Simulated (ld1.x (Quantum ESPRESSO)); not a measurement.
Pseudopotential generation for N (part 2 of 2)

Continued. System: nitrogen (N, Z = 7), core [He], reference valence 2s2 2p3, valence charge 5. Method: ultrasoft potential, LDA (PZ), non-relativistic, made with ld1.x (Quantum ESPRESSO) 7.5.

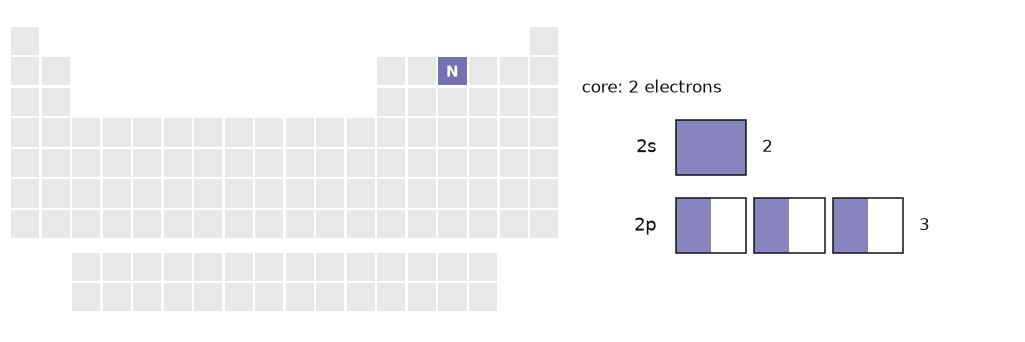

Left, the place of nitrogen in the periodic table; right, the valence shells of the reference configuration: a box for each of the 2l + 1 orbitals, shaded by the share of the shell that is filled, with the electron count at the right.

### Output of the test run (extracts), continued
```
     ---------------------- Testing the pseudopotential ----------------------

     N

     atomic number is  7.00   valence charge is  5.00
     dft =PZ   lsd =0 sic =0 latt =0  beta=0.20 tr2=1.0E-14
     mesh =1085 r(mesh) =  99.89202 xmin = -7.00 dx = 0.01250

     n l     nl             e AE (Ry)        e PS (Ry)    De AE-PS (Ry)
     1 0     2S   1( 2.00)       -4.97936       -4.94776       -0.03160  !
     2 1     2P   1( 0.00)       -4.19873       -4.09338       -0.10535  !

     eps = 3.2E-15  iter =  9

     Etot =    -101.438995 Ry,     -50.719498 Ha,   -1380.147841 eV
     Etotps =   -13.381931 Ry,      -6.690966 Ha,    -182.070451 eV
     dEtot_ae =       6.606013 Ry
     dEtot_ps =       6.550121 Ry,   Delta E=       0.055892 Ry

     Ekin =       4.215231 Ry,       2.107616 Ha,      57.351142 eV
     Encl =     -17.569322 Ry,      -8.784661 Ha,    -239.042799 eV
     Ehrt =       3.257325 Ry,       1.628663 Ha,      44.318169 eV
     Ecxc =      -2.461611 Ry,      -1.230805 Ha,     -33.491920 eV
     (Ecc =      -0.660014 Ry,      -0.330007 Ha,      -8.979948 eV)
     Epseu=      -0.823555 Ry,      -0.411778 Ha,     -11.205043 eV

     ---------------------- End of pseudopotential test ----------------------

     ---------------------- Testing the pseudopotential ----------------------

     N

     atomic number is  7.00   valence charge is  5.00
     dft =PZ   lsd =0 sic =0 latt =0  beta=0.20 tr2=1.0E-14
     mesh =1085 r(mesh) =  99.89202 xmin = -7.00 dx = 0.01250

     n l     nl             e AE (Ry)        e PS (Ry)    De AE-PS (Ry)
     1 0     2S   1( 1.00)       -2.37620       -2.38493        0.00874  !
     2 1     2P   1( 3.00)       -1.53545       -1.54195        0.00650  !

     eps = 5.8E-15  iter = 10

     Etot =    -106.196011 Ry,     -53.098006 Ha,   -1444.870341 eV
     Etotps =   -18.080326 Ry,      -9.040163 Ha,    -245.995361 eV
     dEtot_ae =       1.848997 Ry
     dEtot_ps =       1.851727 Ry,   Delta E=      -0.002730 Ry

     Ekin =       6.045817 Ry,       3.022908 Ha,      82.257530 eV
     Encl =     -32.536774 Ry,     -16.268387 Ha,    -442.685368 eV
     Ehrt =      11.389773 Ry,       5.694886 Ha,     154.965751 eV
     Ecxc =      -4.430321 Ry,      -2.215161 Ha,     -60.277593 eV
     (Ecc =      -0.660014 Ry,      -0.330007 Ha,      -8.979948 eV)
     Epseu=       1.451181 Ry,       0.725590 Ha,      19.744319 eV

     ---------------------- End of pseudopotential test ----------------------

     ---------------------- Testing the pseudopotential ----------------------

     N

     atomic number is  7.00   valence charge is  5.00
     dft =PZ   lsd =0 sic =0 latt =0  beta=0.20 tr2=1.0E-14
     mesh =1085 r(mesh) =  99.89202 xmin = -7.00 dx = 0.01250

     n l     nl             e AE (Ry)        e PS (Ry)    De AE-PS (Ry)
     1 0     2S   1( 1.00)       -6.40652       -6.37100       -0.03552  !
     2 1     2P   1( 0.00)       -5.69347       -5.49138       -0.20209  !

     eps = 6.2E-17  iter =  7

     Etot =     -95.748398 Ry,     -47.874199 Ha,   -1302.723318 eV
     Etotps =    -7.726362 Ry,      -3.863181 Ha,    -105.122515 eV
     dEtot_ae =      12.296610 Ry
     dEtot_ps =      12.205690 Ry,   Delta E=       0.090920 Ry

     Ekin =       2.423258 Ry,       1.211629 Ha,      32.970111 eV
     Encl =      -9.063541 Ry,      -4.531771 Ha,    -123.315760 eV
     Ehrt =       0.862934 Ry,       0.431467 Ha,      11.740819 eV
     Ecxc =      -1.490539 Ry,      -0.745269 Ha,     -20.279812 eV
     (Ecc =      -0.660014 Ry,      -0.330007 Ha,      -8.979948 eV)
     Epseu=      -0.458475 Ry,      -0.229238 Ha,      -6.237873 eV

     ---------------------- End of pseudopotential test ----------------------

     ---------------------- Testing the pseudopotential ----------------------

     N

     atomic number is  7.00   valence charge is  5.00
     dft =PZ   lsd =0 sic =0 latt =0  beta=0.20 tr2=1.0E-14
     mesh =1085 r(mesh) =  99.89202 xmin = -7.00 dx = 0.01250

     n l     nl             e AE (Ry)        e PS (Ry)    De AE-PS (Ry)
     1 0     2S   1( 2.00)       -1.83086       -1.83163        0.00077
     2 1     2P   1( 2.50)       -0.99882       -0.99831       -0.00051

     eps = 5.8E-15  iter = 13

     Etot =    -107.665064 Ry,     -53.832532 Ha,   -1464.857817 eV
     Etotps =   -19.552286 Ry,      -9.776143 Ha,    -266.022399 eV
     dEtot_ae =       0.379944 Ry
     dEtot_ps =       0.379767 Ry,   Delta E=       0.000178 Ry

     Ekin =       6.051531 Ry,       3.025766 Ha,      82.335276 eV
     Encl =     -35.719909 Ry,     -17.859954 Ha,    -485.994116 eV
     Ehrt =      13.849001 Ry,       6.924501 Ha,     188.425262 eV
     Ecxc =      -4.862069 Ry,      -2.431035 Ha,     -66.151819 eV
     (Ecc =      -0.660014 Ry,      -0.330007 Ha,      -8.979948 eV)
     Epseu=       1.129160 Ry,       0.564580 Ha,      15.362998 eV

     ---------------------- End of pseudopotential test ----------------------

     ---------------------- Testing the pseudopotential ----------------------

     N

     atomic number is  7.00   valence charge is  5.00
     dft =PZ   lsd =0 sic =0 latt =0  beta=0.20 tr2=1.0E-14
     mesh =1085 r(mesh) =  99.89202 xmin = -7.00 dx = 0.01250

     n l     nl             e AE (Ry)        e PS (Ry)    De AE-PS (Ry)
     1 0     2S   1( 0.00)       -1.41456       -1.41573        0.00117
     2 1     2P   1( 5.00)       -0.58838       -0.59077        0.00239

     eps = 5.4E-15  iter =  9

     Etot =    -106.399184 Ry,     -53.199592 Ha,   -1447.634649 eV
     Etotps =   -18.287413 Ry,      -9.143707 Ha,    -248.812933 eV
     dEtot_ae =       1.645824 Ry
     dEtot_ps =       1.644639 Ry,   Delta E=       0.001185 Ry

     Ekin =       5.336399 Ry,       2.668200 Ha,      72.605411 eV
     Encl =     -37.989513 Ry,     -18.994756 Ha,    -516.873654 eV
     Ehrt =      15.857640 Ry,       7.928820 Ha,     215.754178 eV
     Ecxc =      -5.171443 Ry,      -2.585721 Ha,     -70.361064 eV
     (Ecc =      -0.660014 Ry,      -0.330007 Ha,      -8.979948 eV)
     Epseu=       3.679504 Ry,       1.839752 Ha,      50.062196 eV

     ---------------------- End of pseudopotential test ----------------------

     ---------------------- Testing the pseudopotential ----------------------

     N

     atomic number is  7.00   valence charge is  5.00
     dft =PZ   lsd =1 sic =0 latt =0  beta=0.20 tr2=1.0E-14
     mesh =1085 r(mesh) =  99.89202 xmin = -7.00 dx = 0.01250

     n l     nl             e AE (Ry)        e PS (Ry)    De AE-PS (Ry)
     1 0     2S   1( 1.00)       -1.43730       -1.44125        0.00395
     2 1     2P   1( 3.00)       -0.61368       -0.61388        0.00020
     1 0     2S   2( 1.00)       -1.13021       -1.12598       -0.00422
     2 1     2P   2( 0.00)       -0.32817       -0.32964        0.00147

     eps = 9.2E-15  iter = 11

     Etot =    -108.257628 Ry,     -54.128814 Ha,   -1472.920067 eV
     Etotps =   -20.143631 Ry,     -10.071815 Ha,    -274.068062 eV
     dEtot_ae =      -0.212620 Ry
     dEtot_ps =      -0.211579 Ry,   Delta E=      -0.001042 Ry

     Ekin =       6.071582 Ry,       3.035791 Ha,      82.608079 eV
     Encl =     -38.724209 Ry,     -19.362104 Ha,    -526.869702 eV
     Ehrt =      16.409889 Ry,       8.204945 Ha,     223.267915 eV
     Ecxc =      -5.503897 Ry,      -2.751949 Ha,     -74.884336 eV
     (Ecc =      -0.660014 Ry,      -0.330007 Ha,      -8.979948 eV)
     Epseu=       1.603004 Ry,       0.801502 Ha,      21.809983 eV

     ---------------------- End of pseudopotential test ----------------------

     ---------------------- Testing the pseudopotential ----------------------

     N

     atomic number is  7.00   valence charge is  5.00
     dft =PZ   lsd =1 sic =0 latt =0  beta=0.20 tr2=1.0E-14
     mesh =1085 r(mesh) =  99.89202 xmin = -7.00 dx = 0.01250

     n l     nl             e AE (Ry)        e PS (Ry)    De AE-PS (Ry)
     1 0     2S   1( 1.00)       -2.45795       -2.46738        0.00943  !
     2 1     2P   1( 2.00)       -1.62132       -1.62221        0.00089
     1 0     2S   2( 1.00)       -2.20802       -2.20973        0.00171
     2 1     2P   2( 0.00)       -1.36945       -1.37369        0.00424

     eps = 1.9E-15  iter = 12

     Etot =    -107.159447 Ry,     -53.579724 Ha,   -1457.978556 eV
     Etotps =   -19.045009 Ry,      -9.522505 Ha,    -259.120554 eV
     dEtot_ae =       0.885561 Ry
     dEtot_ps =       0.887043 Ry,   Delta E=      -0.001482 Ry

     Ekin =       6.319176 Ry,       3.159588 Ha,      85.976769 eV
     Encl =     -32.729083 Ry,     -16.364541 Ha,    -445.301856 eV
     Ehrt =      11.518268 Ry,       5.759134 Ha,     156.714023 eV
     Ecxc =      -4.583692 Ry,      -2.291846 Ha,     -62.364301 eV
     (Ecc =      -0.660014 Ry,      -0.330007 Ha,      -8.979948 eV)
     Epseu=       0.430321 Ry,       0.215160 Ha,       5.854812 eV

     ---------------------- End of pseudopotential test ----------------------
```

### Summary

- outcome: generated
- cutoffs needed: 15 Ry and 25 Ry (the cutoffs, on a coarse ladder, from which the occupation-weighted sum of valence levels, in a spherical-Bessel basis at the reference potential, stays within 10 and 1 mRy of its value at 400 Ry); ghost states and empty shells don't enter this sum
- ghost test: no ghost state below the valence levels in the s, p, d, f channels (spherical-Bessel basis up to 400 Ry, 20 bohr box)
- largest excitation error: +1237 meV (all-electron minus pseudo) for 2s1 2p0, out of 7 test configurations
- lowest eigenvalue of the overlap operator S in a Bessel basis (separate test): 0.25 (p channel)
- density cutoff estimated by the generator: 155 Ry
- range over which the phases arctan(r u′/u) at the test radius agree within 0.05 rad (a looser test near the poles than one of phase shifts): s: over the whole range computed; p: up to about 1.7 Ry
- hardware: 1 CPU thread, shared host
- wall time: 1.6 s

### Notes

An excitation error of 1237 meV in its own tests makes this a poorly transferable potential.
